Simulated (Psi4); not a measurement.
# triplet BiCl3 at 3 levels

Aim: a comparison of 3 runs (U-wB97X/def2-SVP, UB2PLYP/def2-SVP, UCAM-B3LYP/def2-SVP) of triplet BiCl3. 

The calculation is run with Psi4 1.11.

3 further runs of the same task are left out: 3 that didn't finish.

## Step 1: Starting point

BiCl3 has 4 atoms, charge 0, and is taken as a triplet. SMILES of the parent species: `[Cl][Bi]([Cl])[Cl]`. Geometry: relaxed at PBE0-D4/def2-TZVP. That shape belongs to the parent species and isn't relaxed for this state.

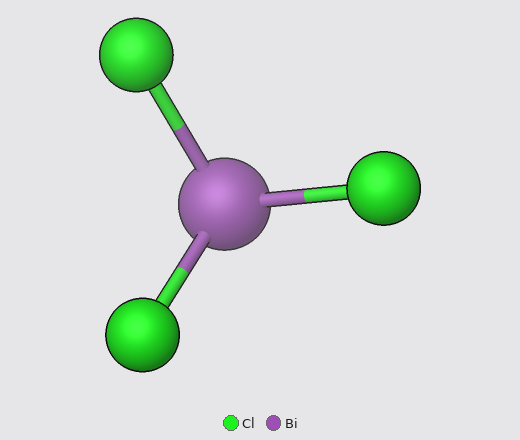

The structure, seen from a chosen angle (chlorine green, bismuth purple).

## Step 2: Energy and gradient at U-wB97X/def2-SVP (core potential) (run 1)

Contents of bicl3.in:

```
memory 1600 MB

molecule {
  0 3
  Cl     1.048500     0.476400     1.795200
  Bi    -0.804600    -0.088800     0.338600
  Cl     0.199100    -2.002000    -0.760200
  Cl    -0.387500     1.554100    -1.393900
  symmetry c1
}

set basis def2-SVP
set reference uks
set puream true
set e_convergence 1e-09
set d_convergence 1e-08
set scf_type pk
set dft_radial_points 99
set dft_spherical_points 590
set maxiter 200

E, wfn = gradient('wb97x', return_wfn=True)
oeprop(wfn, 'DIPOLE', 'WIBERG_LOWDIN_INDICES', 'QUADRUPOLE', title='WB97X')
print_variables()
```

Run with:

```
$ psi4 -i bicl3.in -o bicl3.out -n 1
```

bicl3.out:

```text
[...]
    !!!  WARNING: ECP capability is in beta. Please check occupations closely.  !!!
[...]
  Running in c1 symmetry.
[...]
  Nuclear repulsion =  381.458221344285221
[...]
  Multiplicity = 3
[...]
  Nalpha       = 38
  Nbeta        = 36
[...]
    Number of basis functions: 80
[...]
   @UKS iter   1: -1594.68593701104737   -1.89312e+00   4.20145e-03 ADIIS/DIIS
[...]
   @UKS iter  35: -1594.76432180299275    4.50200e-11   8.48594e-09 DIIS
[...]
   @S^2 Observed:                2.028379998E+00
[...]
    Orbital Energies [Eh]
    ---------------------
    Alpha Occupied:
       1A   -101.478113     2A   -101.478066     3A   -101.478062
       4A     -9.550773     5A     -9.550747     6A     -9.550744
       7A     -7.320548     8A     -7.320535     9A     -7.320529
      10A     -7.309491    11A     -7.309482    12A     -7.309478
      13A     -7.308953    14A     -7.308950    15A     -7.308948
      16A     -6.155151    17A     -3.897328    18A     -3.897322
      19A     -3.888157    20A     -1.257743    21A     -1.257722
      22A     -1.248129    23A     -1.248103    24A     -1.243589
      25A     -0.979495    26A     -0.940991    27A     -0.940955
      28A     -0.744523    29A     -0.513710    30A     -0.513652
      31A     -0.483754    32A     -0.448489    33A     -0.448483
      34A     -0.432295    35A     -0.432277    36A     -0.425886
[...]
  @UKS Final Energy: -1594.76432180299275
   => Energetics <=
    Nuclear Repulsion Energy =            381.4582213442852208
    One-Electron Energy =               -3040.0079783083374423
    Two-Electron Energy =                1140.3012022079501548
    DFT Exchange-Correlation Energy =     -76.5157670468909288
    Empirical Dispersion Energy =           0.0000000000000000
    VV10 Nonlocal Energy =                  0.0000000000000000
    Total Energy =                      -1594.7643218029927539
[...]
  -Total Gradient:
     Atom            X                  Y                   Z
    ------   -----------------  -----------------  -----------------
       1       -0.019484516034    -0.010813321792    -0.042845070041
       2        0.001480632003     0.000224232418    -0.000817994063
       3       -0.000151588352     0.045886762693     0.015529031184
       4        0.013280604213    -0.035733516079     0.030221033808
[...]
 Multipole Moments:
 ------------------------------------------------------------------------------------
     Multipole            Electronic (a.u.)      Nuclear  (a.u.)        Total (a.u.)
 ------------------------------------------------------------------------------------
 L = 1.  Multiply by 2.5417464519 to convert [e a0] to [Debye]
 Dipole X            :        -55.1659450           54.1711790           -0.9947660
 Dipole Y            :         -4.9685002            4.8795262           -0.0889741
 Dipole Z            :         23.1625293          -22.7463025            0.4162268
 Magnitude           :                                                    1.0819984
 L = 2.  Multiply by 1.3450342976 to convert [e a0^2] to [Debye ang]
 Quadrupole XX       :       -219.4512621          170.3617344          -49.0895277
 Quadrupole XY       :         21.5232675          -21.2849707            0.2382968
[...]
```

Run time: 74 s. Hardware: 1 thread of Intel Xeon at 2.50GHz (Skylake/Cascade Lake), shared host; peak memory 0.68 GiB.

## Step 3: The energy at UB2PLYP/def2-SVP (core potential, density fitting for correlation) (run 2)

Contents of bicl3.dat:

```
memory 1600 mb

molecule molecule1 {
  0 3
  Cl     1.048500     0.476400     1.795200
  Bi    -0.804600    -0.088800     0.338600
  Cl     0.199100    -2.002000    -0.760200
  Cl    -0.387500     1.554100    -1.393900
  symmetry c1
  no_reorient
  no_com
}

set {
  reference uks
  puream true
  e_convergence 1e-09
  d_convergence 1e-08
  scf_type pk
  dft_radial_points 99
  dft_spherical_points 590
  num_frozen_docc 19
  maxiter 200
}

energy('b2plyp/def2-SVP')
```

Run with:

```
$ psi4 -n 1 bicl3.dat bicl3.out
```

bicl3.out:

```text
[...]
    !!!  WARNING: ECP capability is in beta. Please check occupations closely.  !!!
[...]
  Running in c1 symmetry.
[...]
  Nuclear repulsion =  381.458221344285221
[...]
  Multiplicity = 3
[...]
  Nalpha       = 38
  Nbeta        = 36
[...]
    Number of basis functions: 80
[...]
   @UKS iter   1: -1593.73580434316932   -1.73625e+00   3.91662e-03 DIIS/ADIIS
[...]
   @UKS iter  33: -1593.79509990220117    1.20508e-11   8.72383e-09 DIIS
[...]
   @S^2 Observed:                2.031350569E+00
[...]
    Orbital Energies [Eh]
    ---------------------
    Alpha Occupied:
       1A   -102.886014     2A   -102.885971     3A   -102.885962
       4A     -9.919153     5A     -9.919134     6A     -9.919123
       7A     -7.569161     8A     -7.569139     9A     -7.569120
      10A     -7.558675    11A     -7.558661    12A     -7.558652
      13A     -7.557579    14A     -7.557568    15A     -7.557562
      16A     -6.344699    17A     -4.013668    18A     -4.013664
      19A     -4.008568    20A     -1.251808    21A     -1.251797
      22A     -1.242728    23A     -1.242711    24A     -1.239202
      25A     -0.965446    26A     -0.929898    27A     -0.929852
      28A     -0.702892    29A     -0.469603    30A     -0.469551
      31A     -0.437863    32A     -0.402716    33A     -0.402707
      34A     -0.387568    35A     -0.387551    36A     -0.382664
[...]
  @UKS Final Energy: -1593.79509990220117
   => Energetics <=
    Nuclear Repulsion Energy =            381.4582213442852208
    One-Electron Energy =               -3039.9131362543080286
    Two-Electron Energy =                1113.3717735348984661
    DFT Exchange-Correlation Energy =     -48.7119585270766962
    Empirical Dispersion Energy =           0.0000000000000000
    VV10 Nonlocal Energy =                  0.0000000000000000
    Total Energy =                      -1593.7950999022011729
[...]
 Multipole Moments:
 ------------------------------------------------------------------------------------
     Multipole            Electronic (a.u.)      Nuclear  (a.u.)        Total (a.u.)
 ------------------------------------------------------------------------------------
 L = 1.  Multiply by 2.5417464519 to convert [e a0] to [Debye]
 Dipole X            :          6.3418496           -7.3398852           -0.9980356
 Dipole Y            :          2.8545293           -2.9440043           -0.0894751
 Dipole Z            :         -2.7691793            3.1870231            0.4178438
 Magnitude           :                                                    1.0856677
[...]
```

Run time: 42 s. Hardware: 1 thread of Intel Xeon at 2.50GHz (Skylake/Cascade Lake), shared host; peak memory 0.63 GiB.

## Step 4: Energy and gradient at UCAM-B3LYP/def2-SVP (core potential) (run 3)

Contents of job.py:

```python
import psi4

psi4.set_memory(1600000000)
psi4.set_num_threads(1)
psi4.set_output_file('output.dat', False)

mol = psi4.geometry("""
0 3
Cl
Bi 1 2.423863
Cl 2 2.423862 1 98.04175
Cl 2 2.423768 3 98.03208 1 99.36105
symmetry c1
no_reorient
no_com
""")

psi4.set_options({
    'basis': 'def2-SVP',
    'reference': 'uks',
    'puream': True,
    'e_convergence': 1e-09,
    'd_convergence': 1e-08,
    'scf_type': 'pk',
    'dft_radial_points': 99,
    'dft_spherical_points': 590,
    'maxiter': 200,
})

e = psi4.gradient("CAM-B3LYP")
print('gradient / Eh bohr^-1')
print(e.np.round(6))
```

Run with:

```
$ python job.py
```

output.dat, shortened:

```text
[...]
    !!!  WARNING: ECP capability is in beta. Please check occupations closely.  !!!
[...]
  Running in c1 symmetry.
[...]
  Nuclear repulsion =  381.458245987238683
[...]
  Multiplicity = 3
[...]
  Nalpha       = 38
  Nbeta        = 36
[...]
    Number of basis functions: 80
[...]
   @UKS iter   1: -1594.67089031036267   -1.75335e+00   4.26873e-03 ADIIS/DIIS
[...]
   @UKS iter  37: -1594.73837877382834   -5.91172e-12   7.59509e-09 DIIS
[...]
   @S^2 Observed:                2.020541077E+00
[...]
  @UKS Final Energy: -1594.73837877382834
   => Energetics <=
    Nuclear Repulsion Energy =            381.4582459872386835
    One-Electron Energy =               -3040.1226044744212231
    Two-Electron Energy =                1141.2434692624617583
    DFT Exchange-Correlation Energy =     -77.3174895491075063
    Empirical Dispersion Energy =           0.0000000000000000
    VV10 Nonlocal Energy =                  0.0000000000000000
    Total Energy =                      -1594.7383787738283445
[...]
 Multipole Moments:
 ------------------------------------------------------------------------------------
     Multipole            Electronic (a.u.)      Nuclear  (a.u.)        Total (a.u.)
 ------------------------------------------------------------------------------------
 L = 1.  Multiply by 2.5417464519 to convert [e a0] to [Debye]
 Dipole X            :         39.8344420          -39.1823146            0.6521274
 Dipole Y            :         33.8141302          -33.2595232            0.5546070
 Dipole Z            :         29.3665176          -28.8837347            0.4827829
 Magnitude           :                                                    0.9828216
[...]
  -Total Gradient:
     Atom            X                  Y                   Z
    ------   -----------------  -----------------  -----------------
       1       -0.016128471269    -0.013617640291     0.044419217928
       2       -0.007065033478    -0.005821138301    -0.004875804140
       3       -0.016131297907     0.042270911649    -0.019755252003
       4        0.039307565894    -0.022842908420    -0.019811642969
[...]
```

On the terminal:

```text
gradient / Eh bohr^-1
[[-0.016128 -0.013618  0.044419]
 [-0.007065 -0.005821 -0.004876]
 [-0.016131  0.042271 -0.019755]
 [ 0.039308 -0.022843 -0.019812]]
```

Run time: 82 s. Hardware: 1 thread of Intel Xeon at 2.50GHz (Skylake/Cascade Lake), shared host; peak memory 0.68 GiB.

## Step 5: Overview of the runs

```csv
run,level,task,frozen core orbitals,energy (Eh),dipole moment (D),HOMO energy (eV),⟨S²⟩,wall time
1,U-wB97X/def2-SVP (core potential),gradient,0,-1594.764322,2.75,-5.72,2.028,74 s
2,"UB2PLYP/def2-SVP (core potential, density fitting for correlation)",energy,19,-1593.962589,–,-4.49,2.031,42 s
3,UCAM-B3LYP/def2-SVP (core potential),gradient,0,-1594.738379,2.50,-4.82,2.021,82 s
```

## Step 6: What came out

```
                                 quantity           value
                      run 3: total energy  -1594.73838 Eh
                     run 3: dipole moment          2.50 D
run 3: HOMO energy (highest over α and β)        -4.82 eV
                              run 3: ⟨S²⟩           2.021
          run 3: largest force on an atom      2.550 eV/Å
```

**Reading.** Totals of different functionals can't be ranked against each other. All runs together took 3.3 min, the longest 82 s.
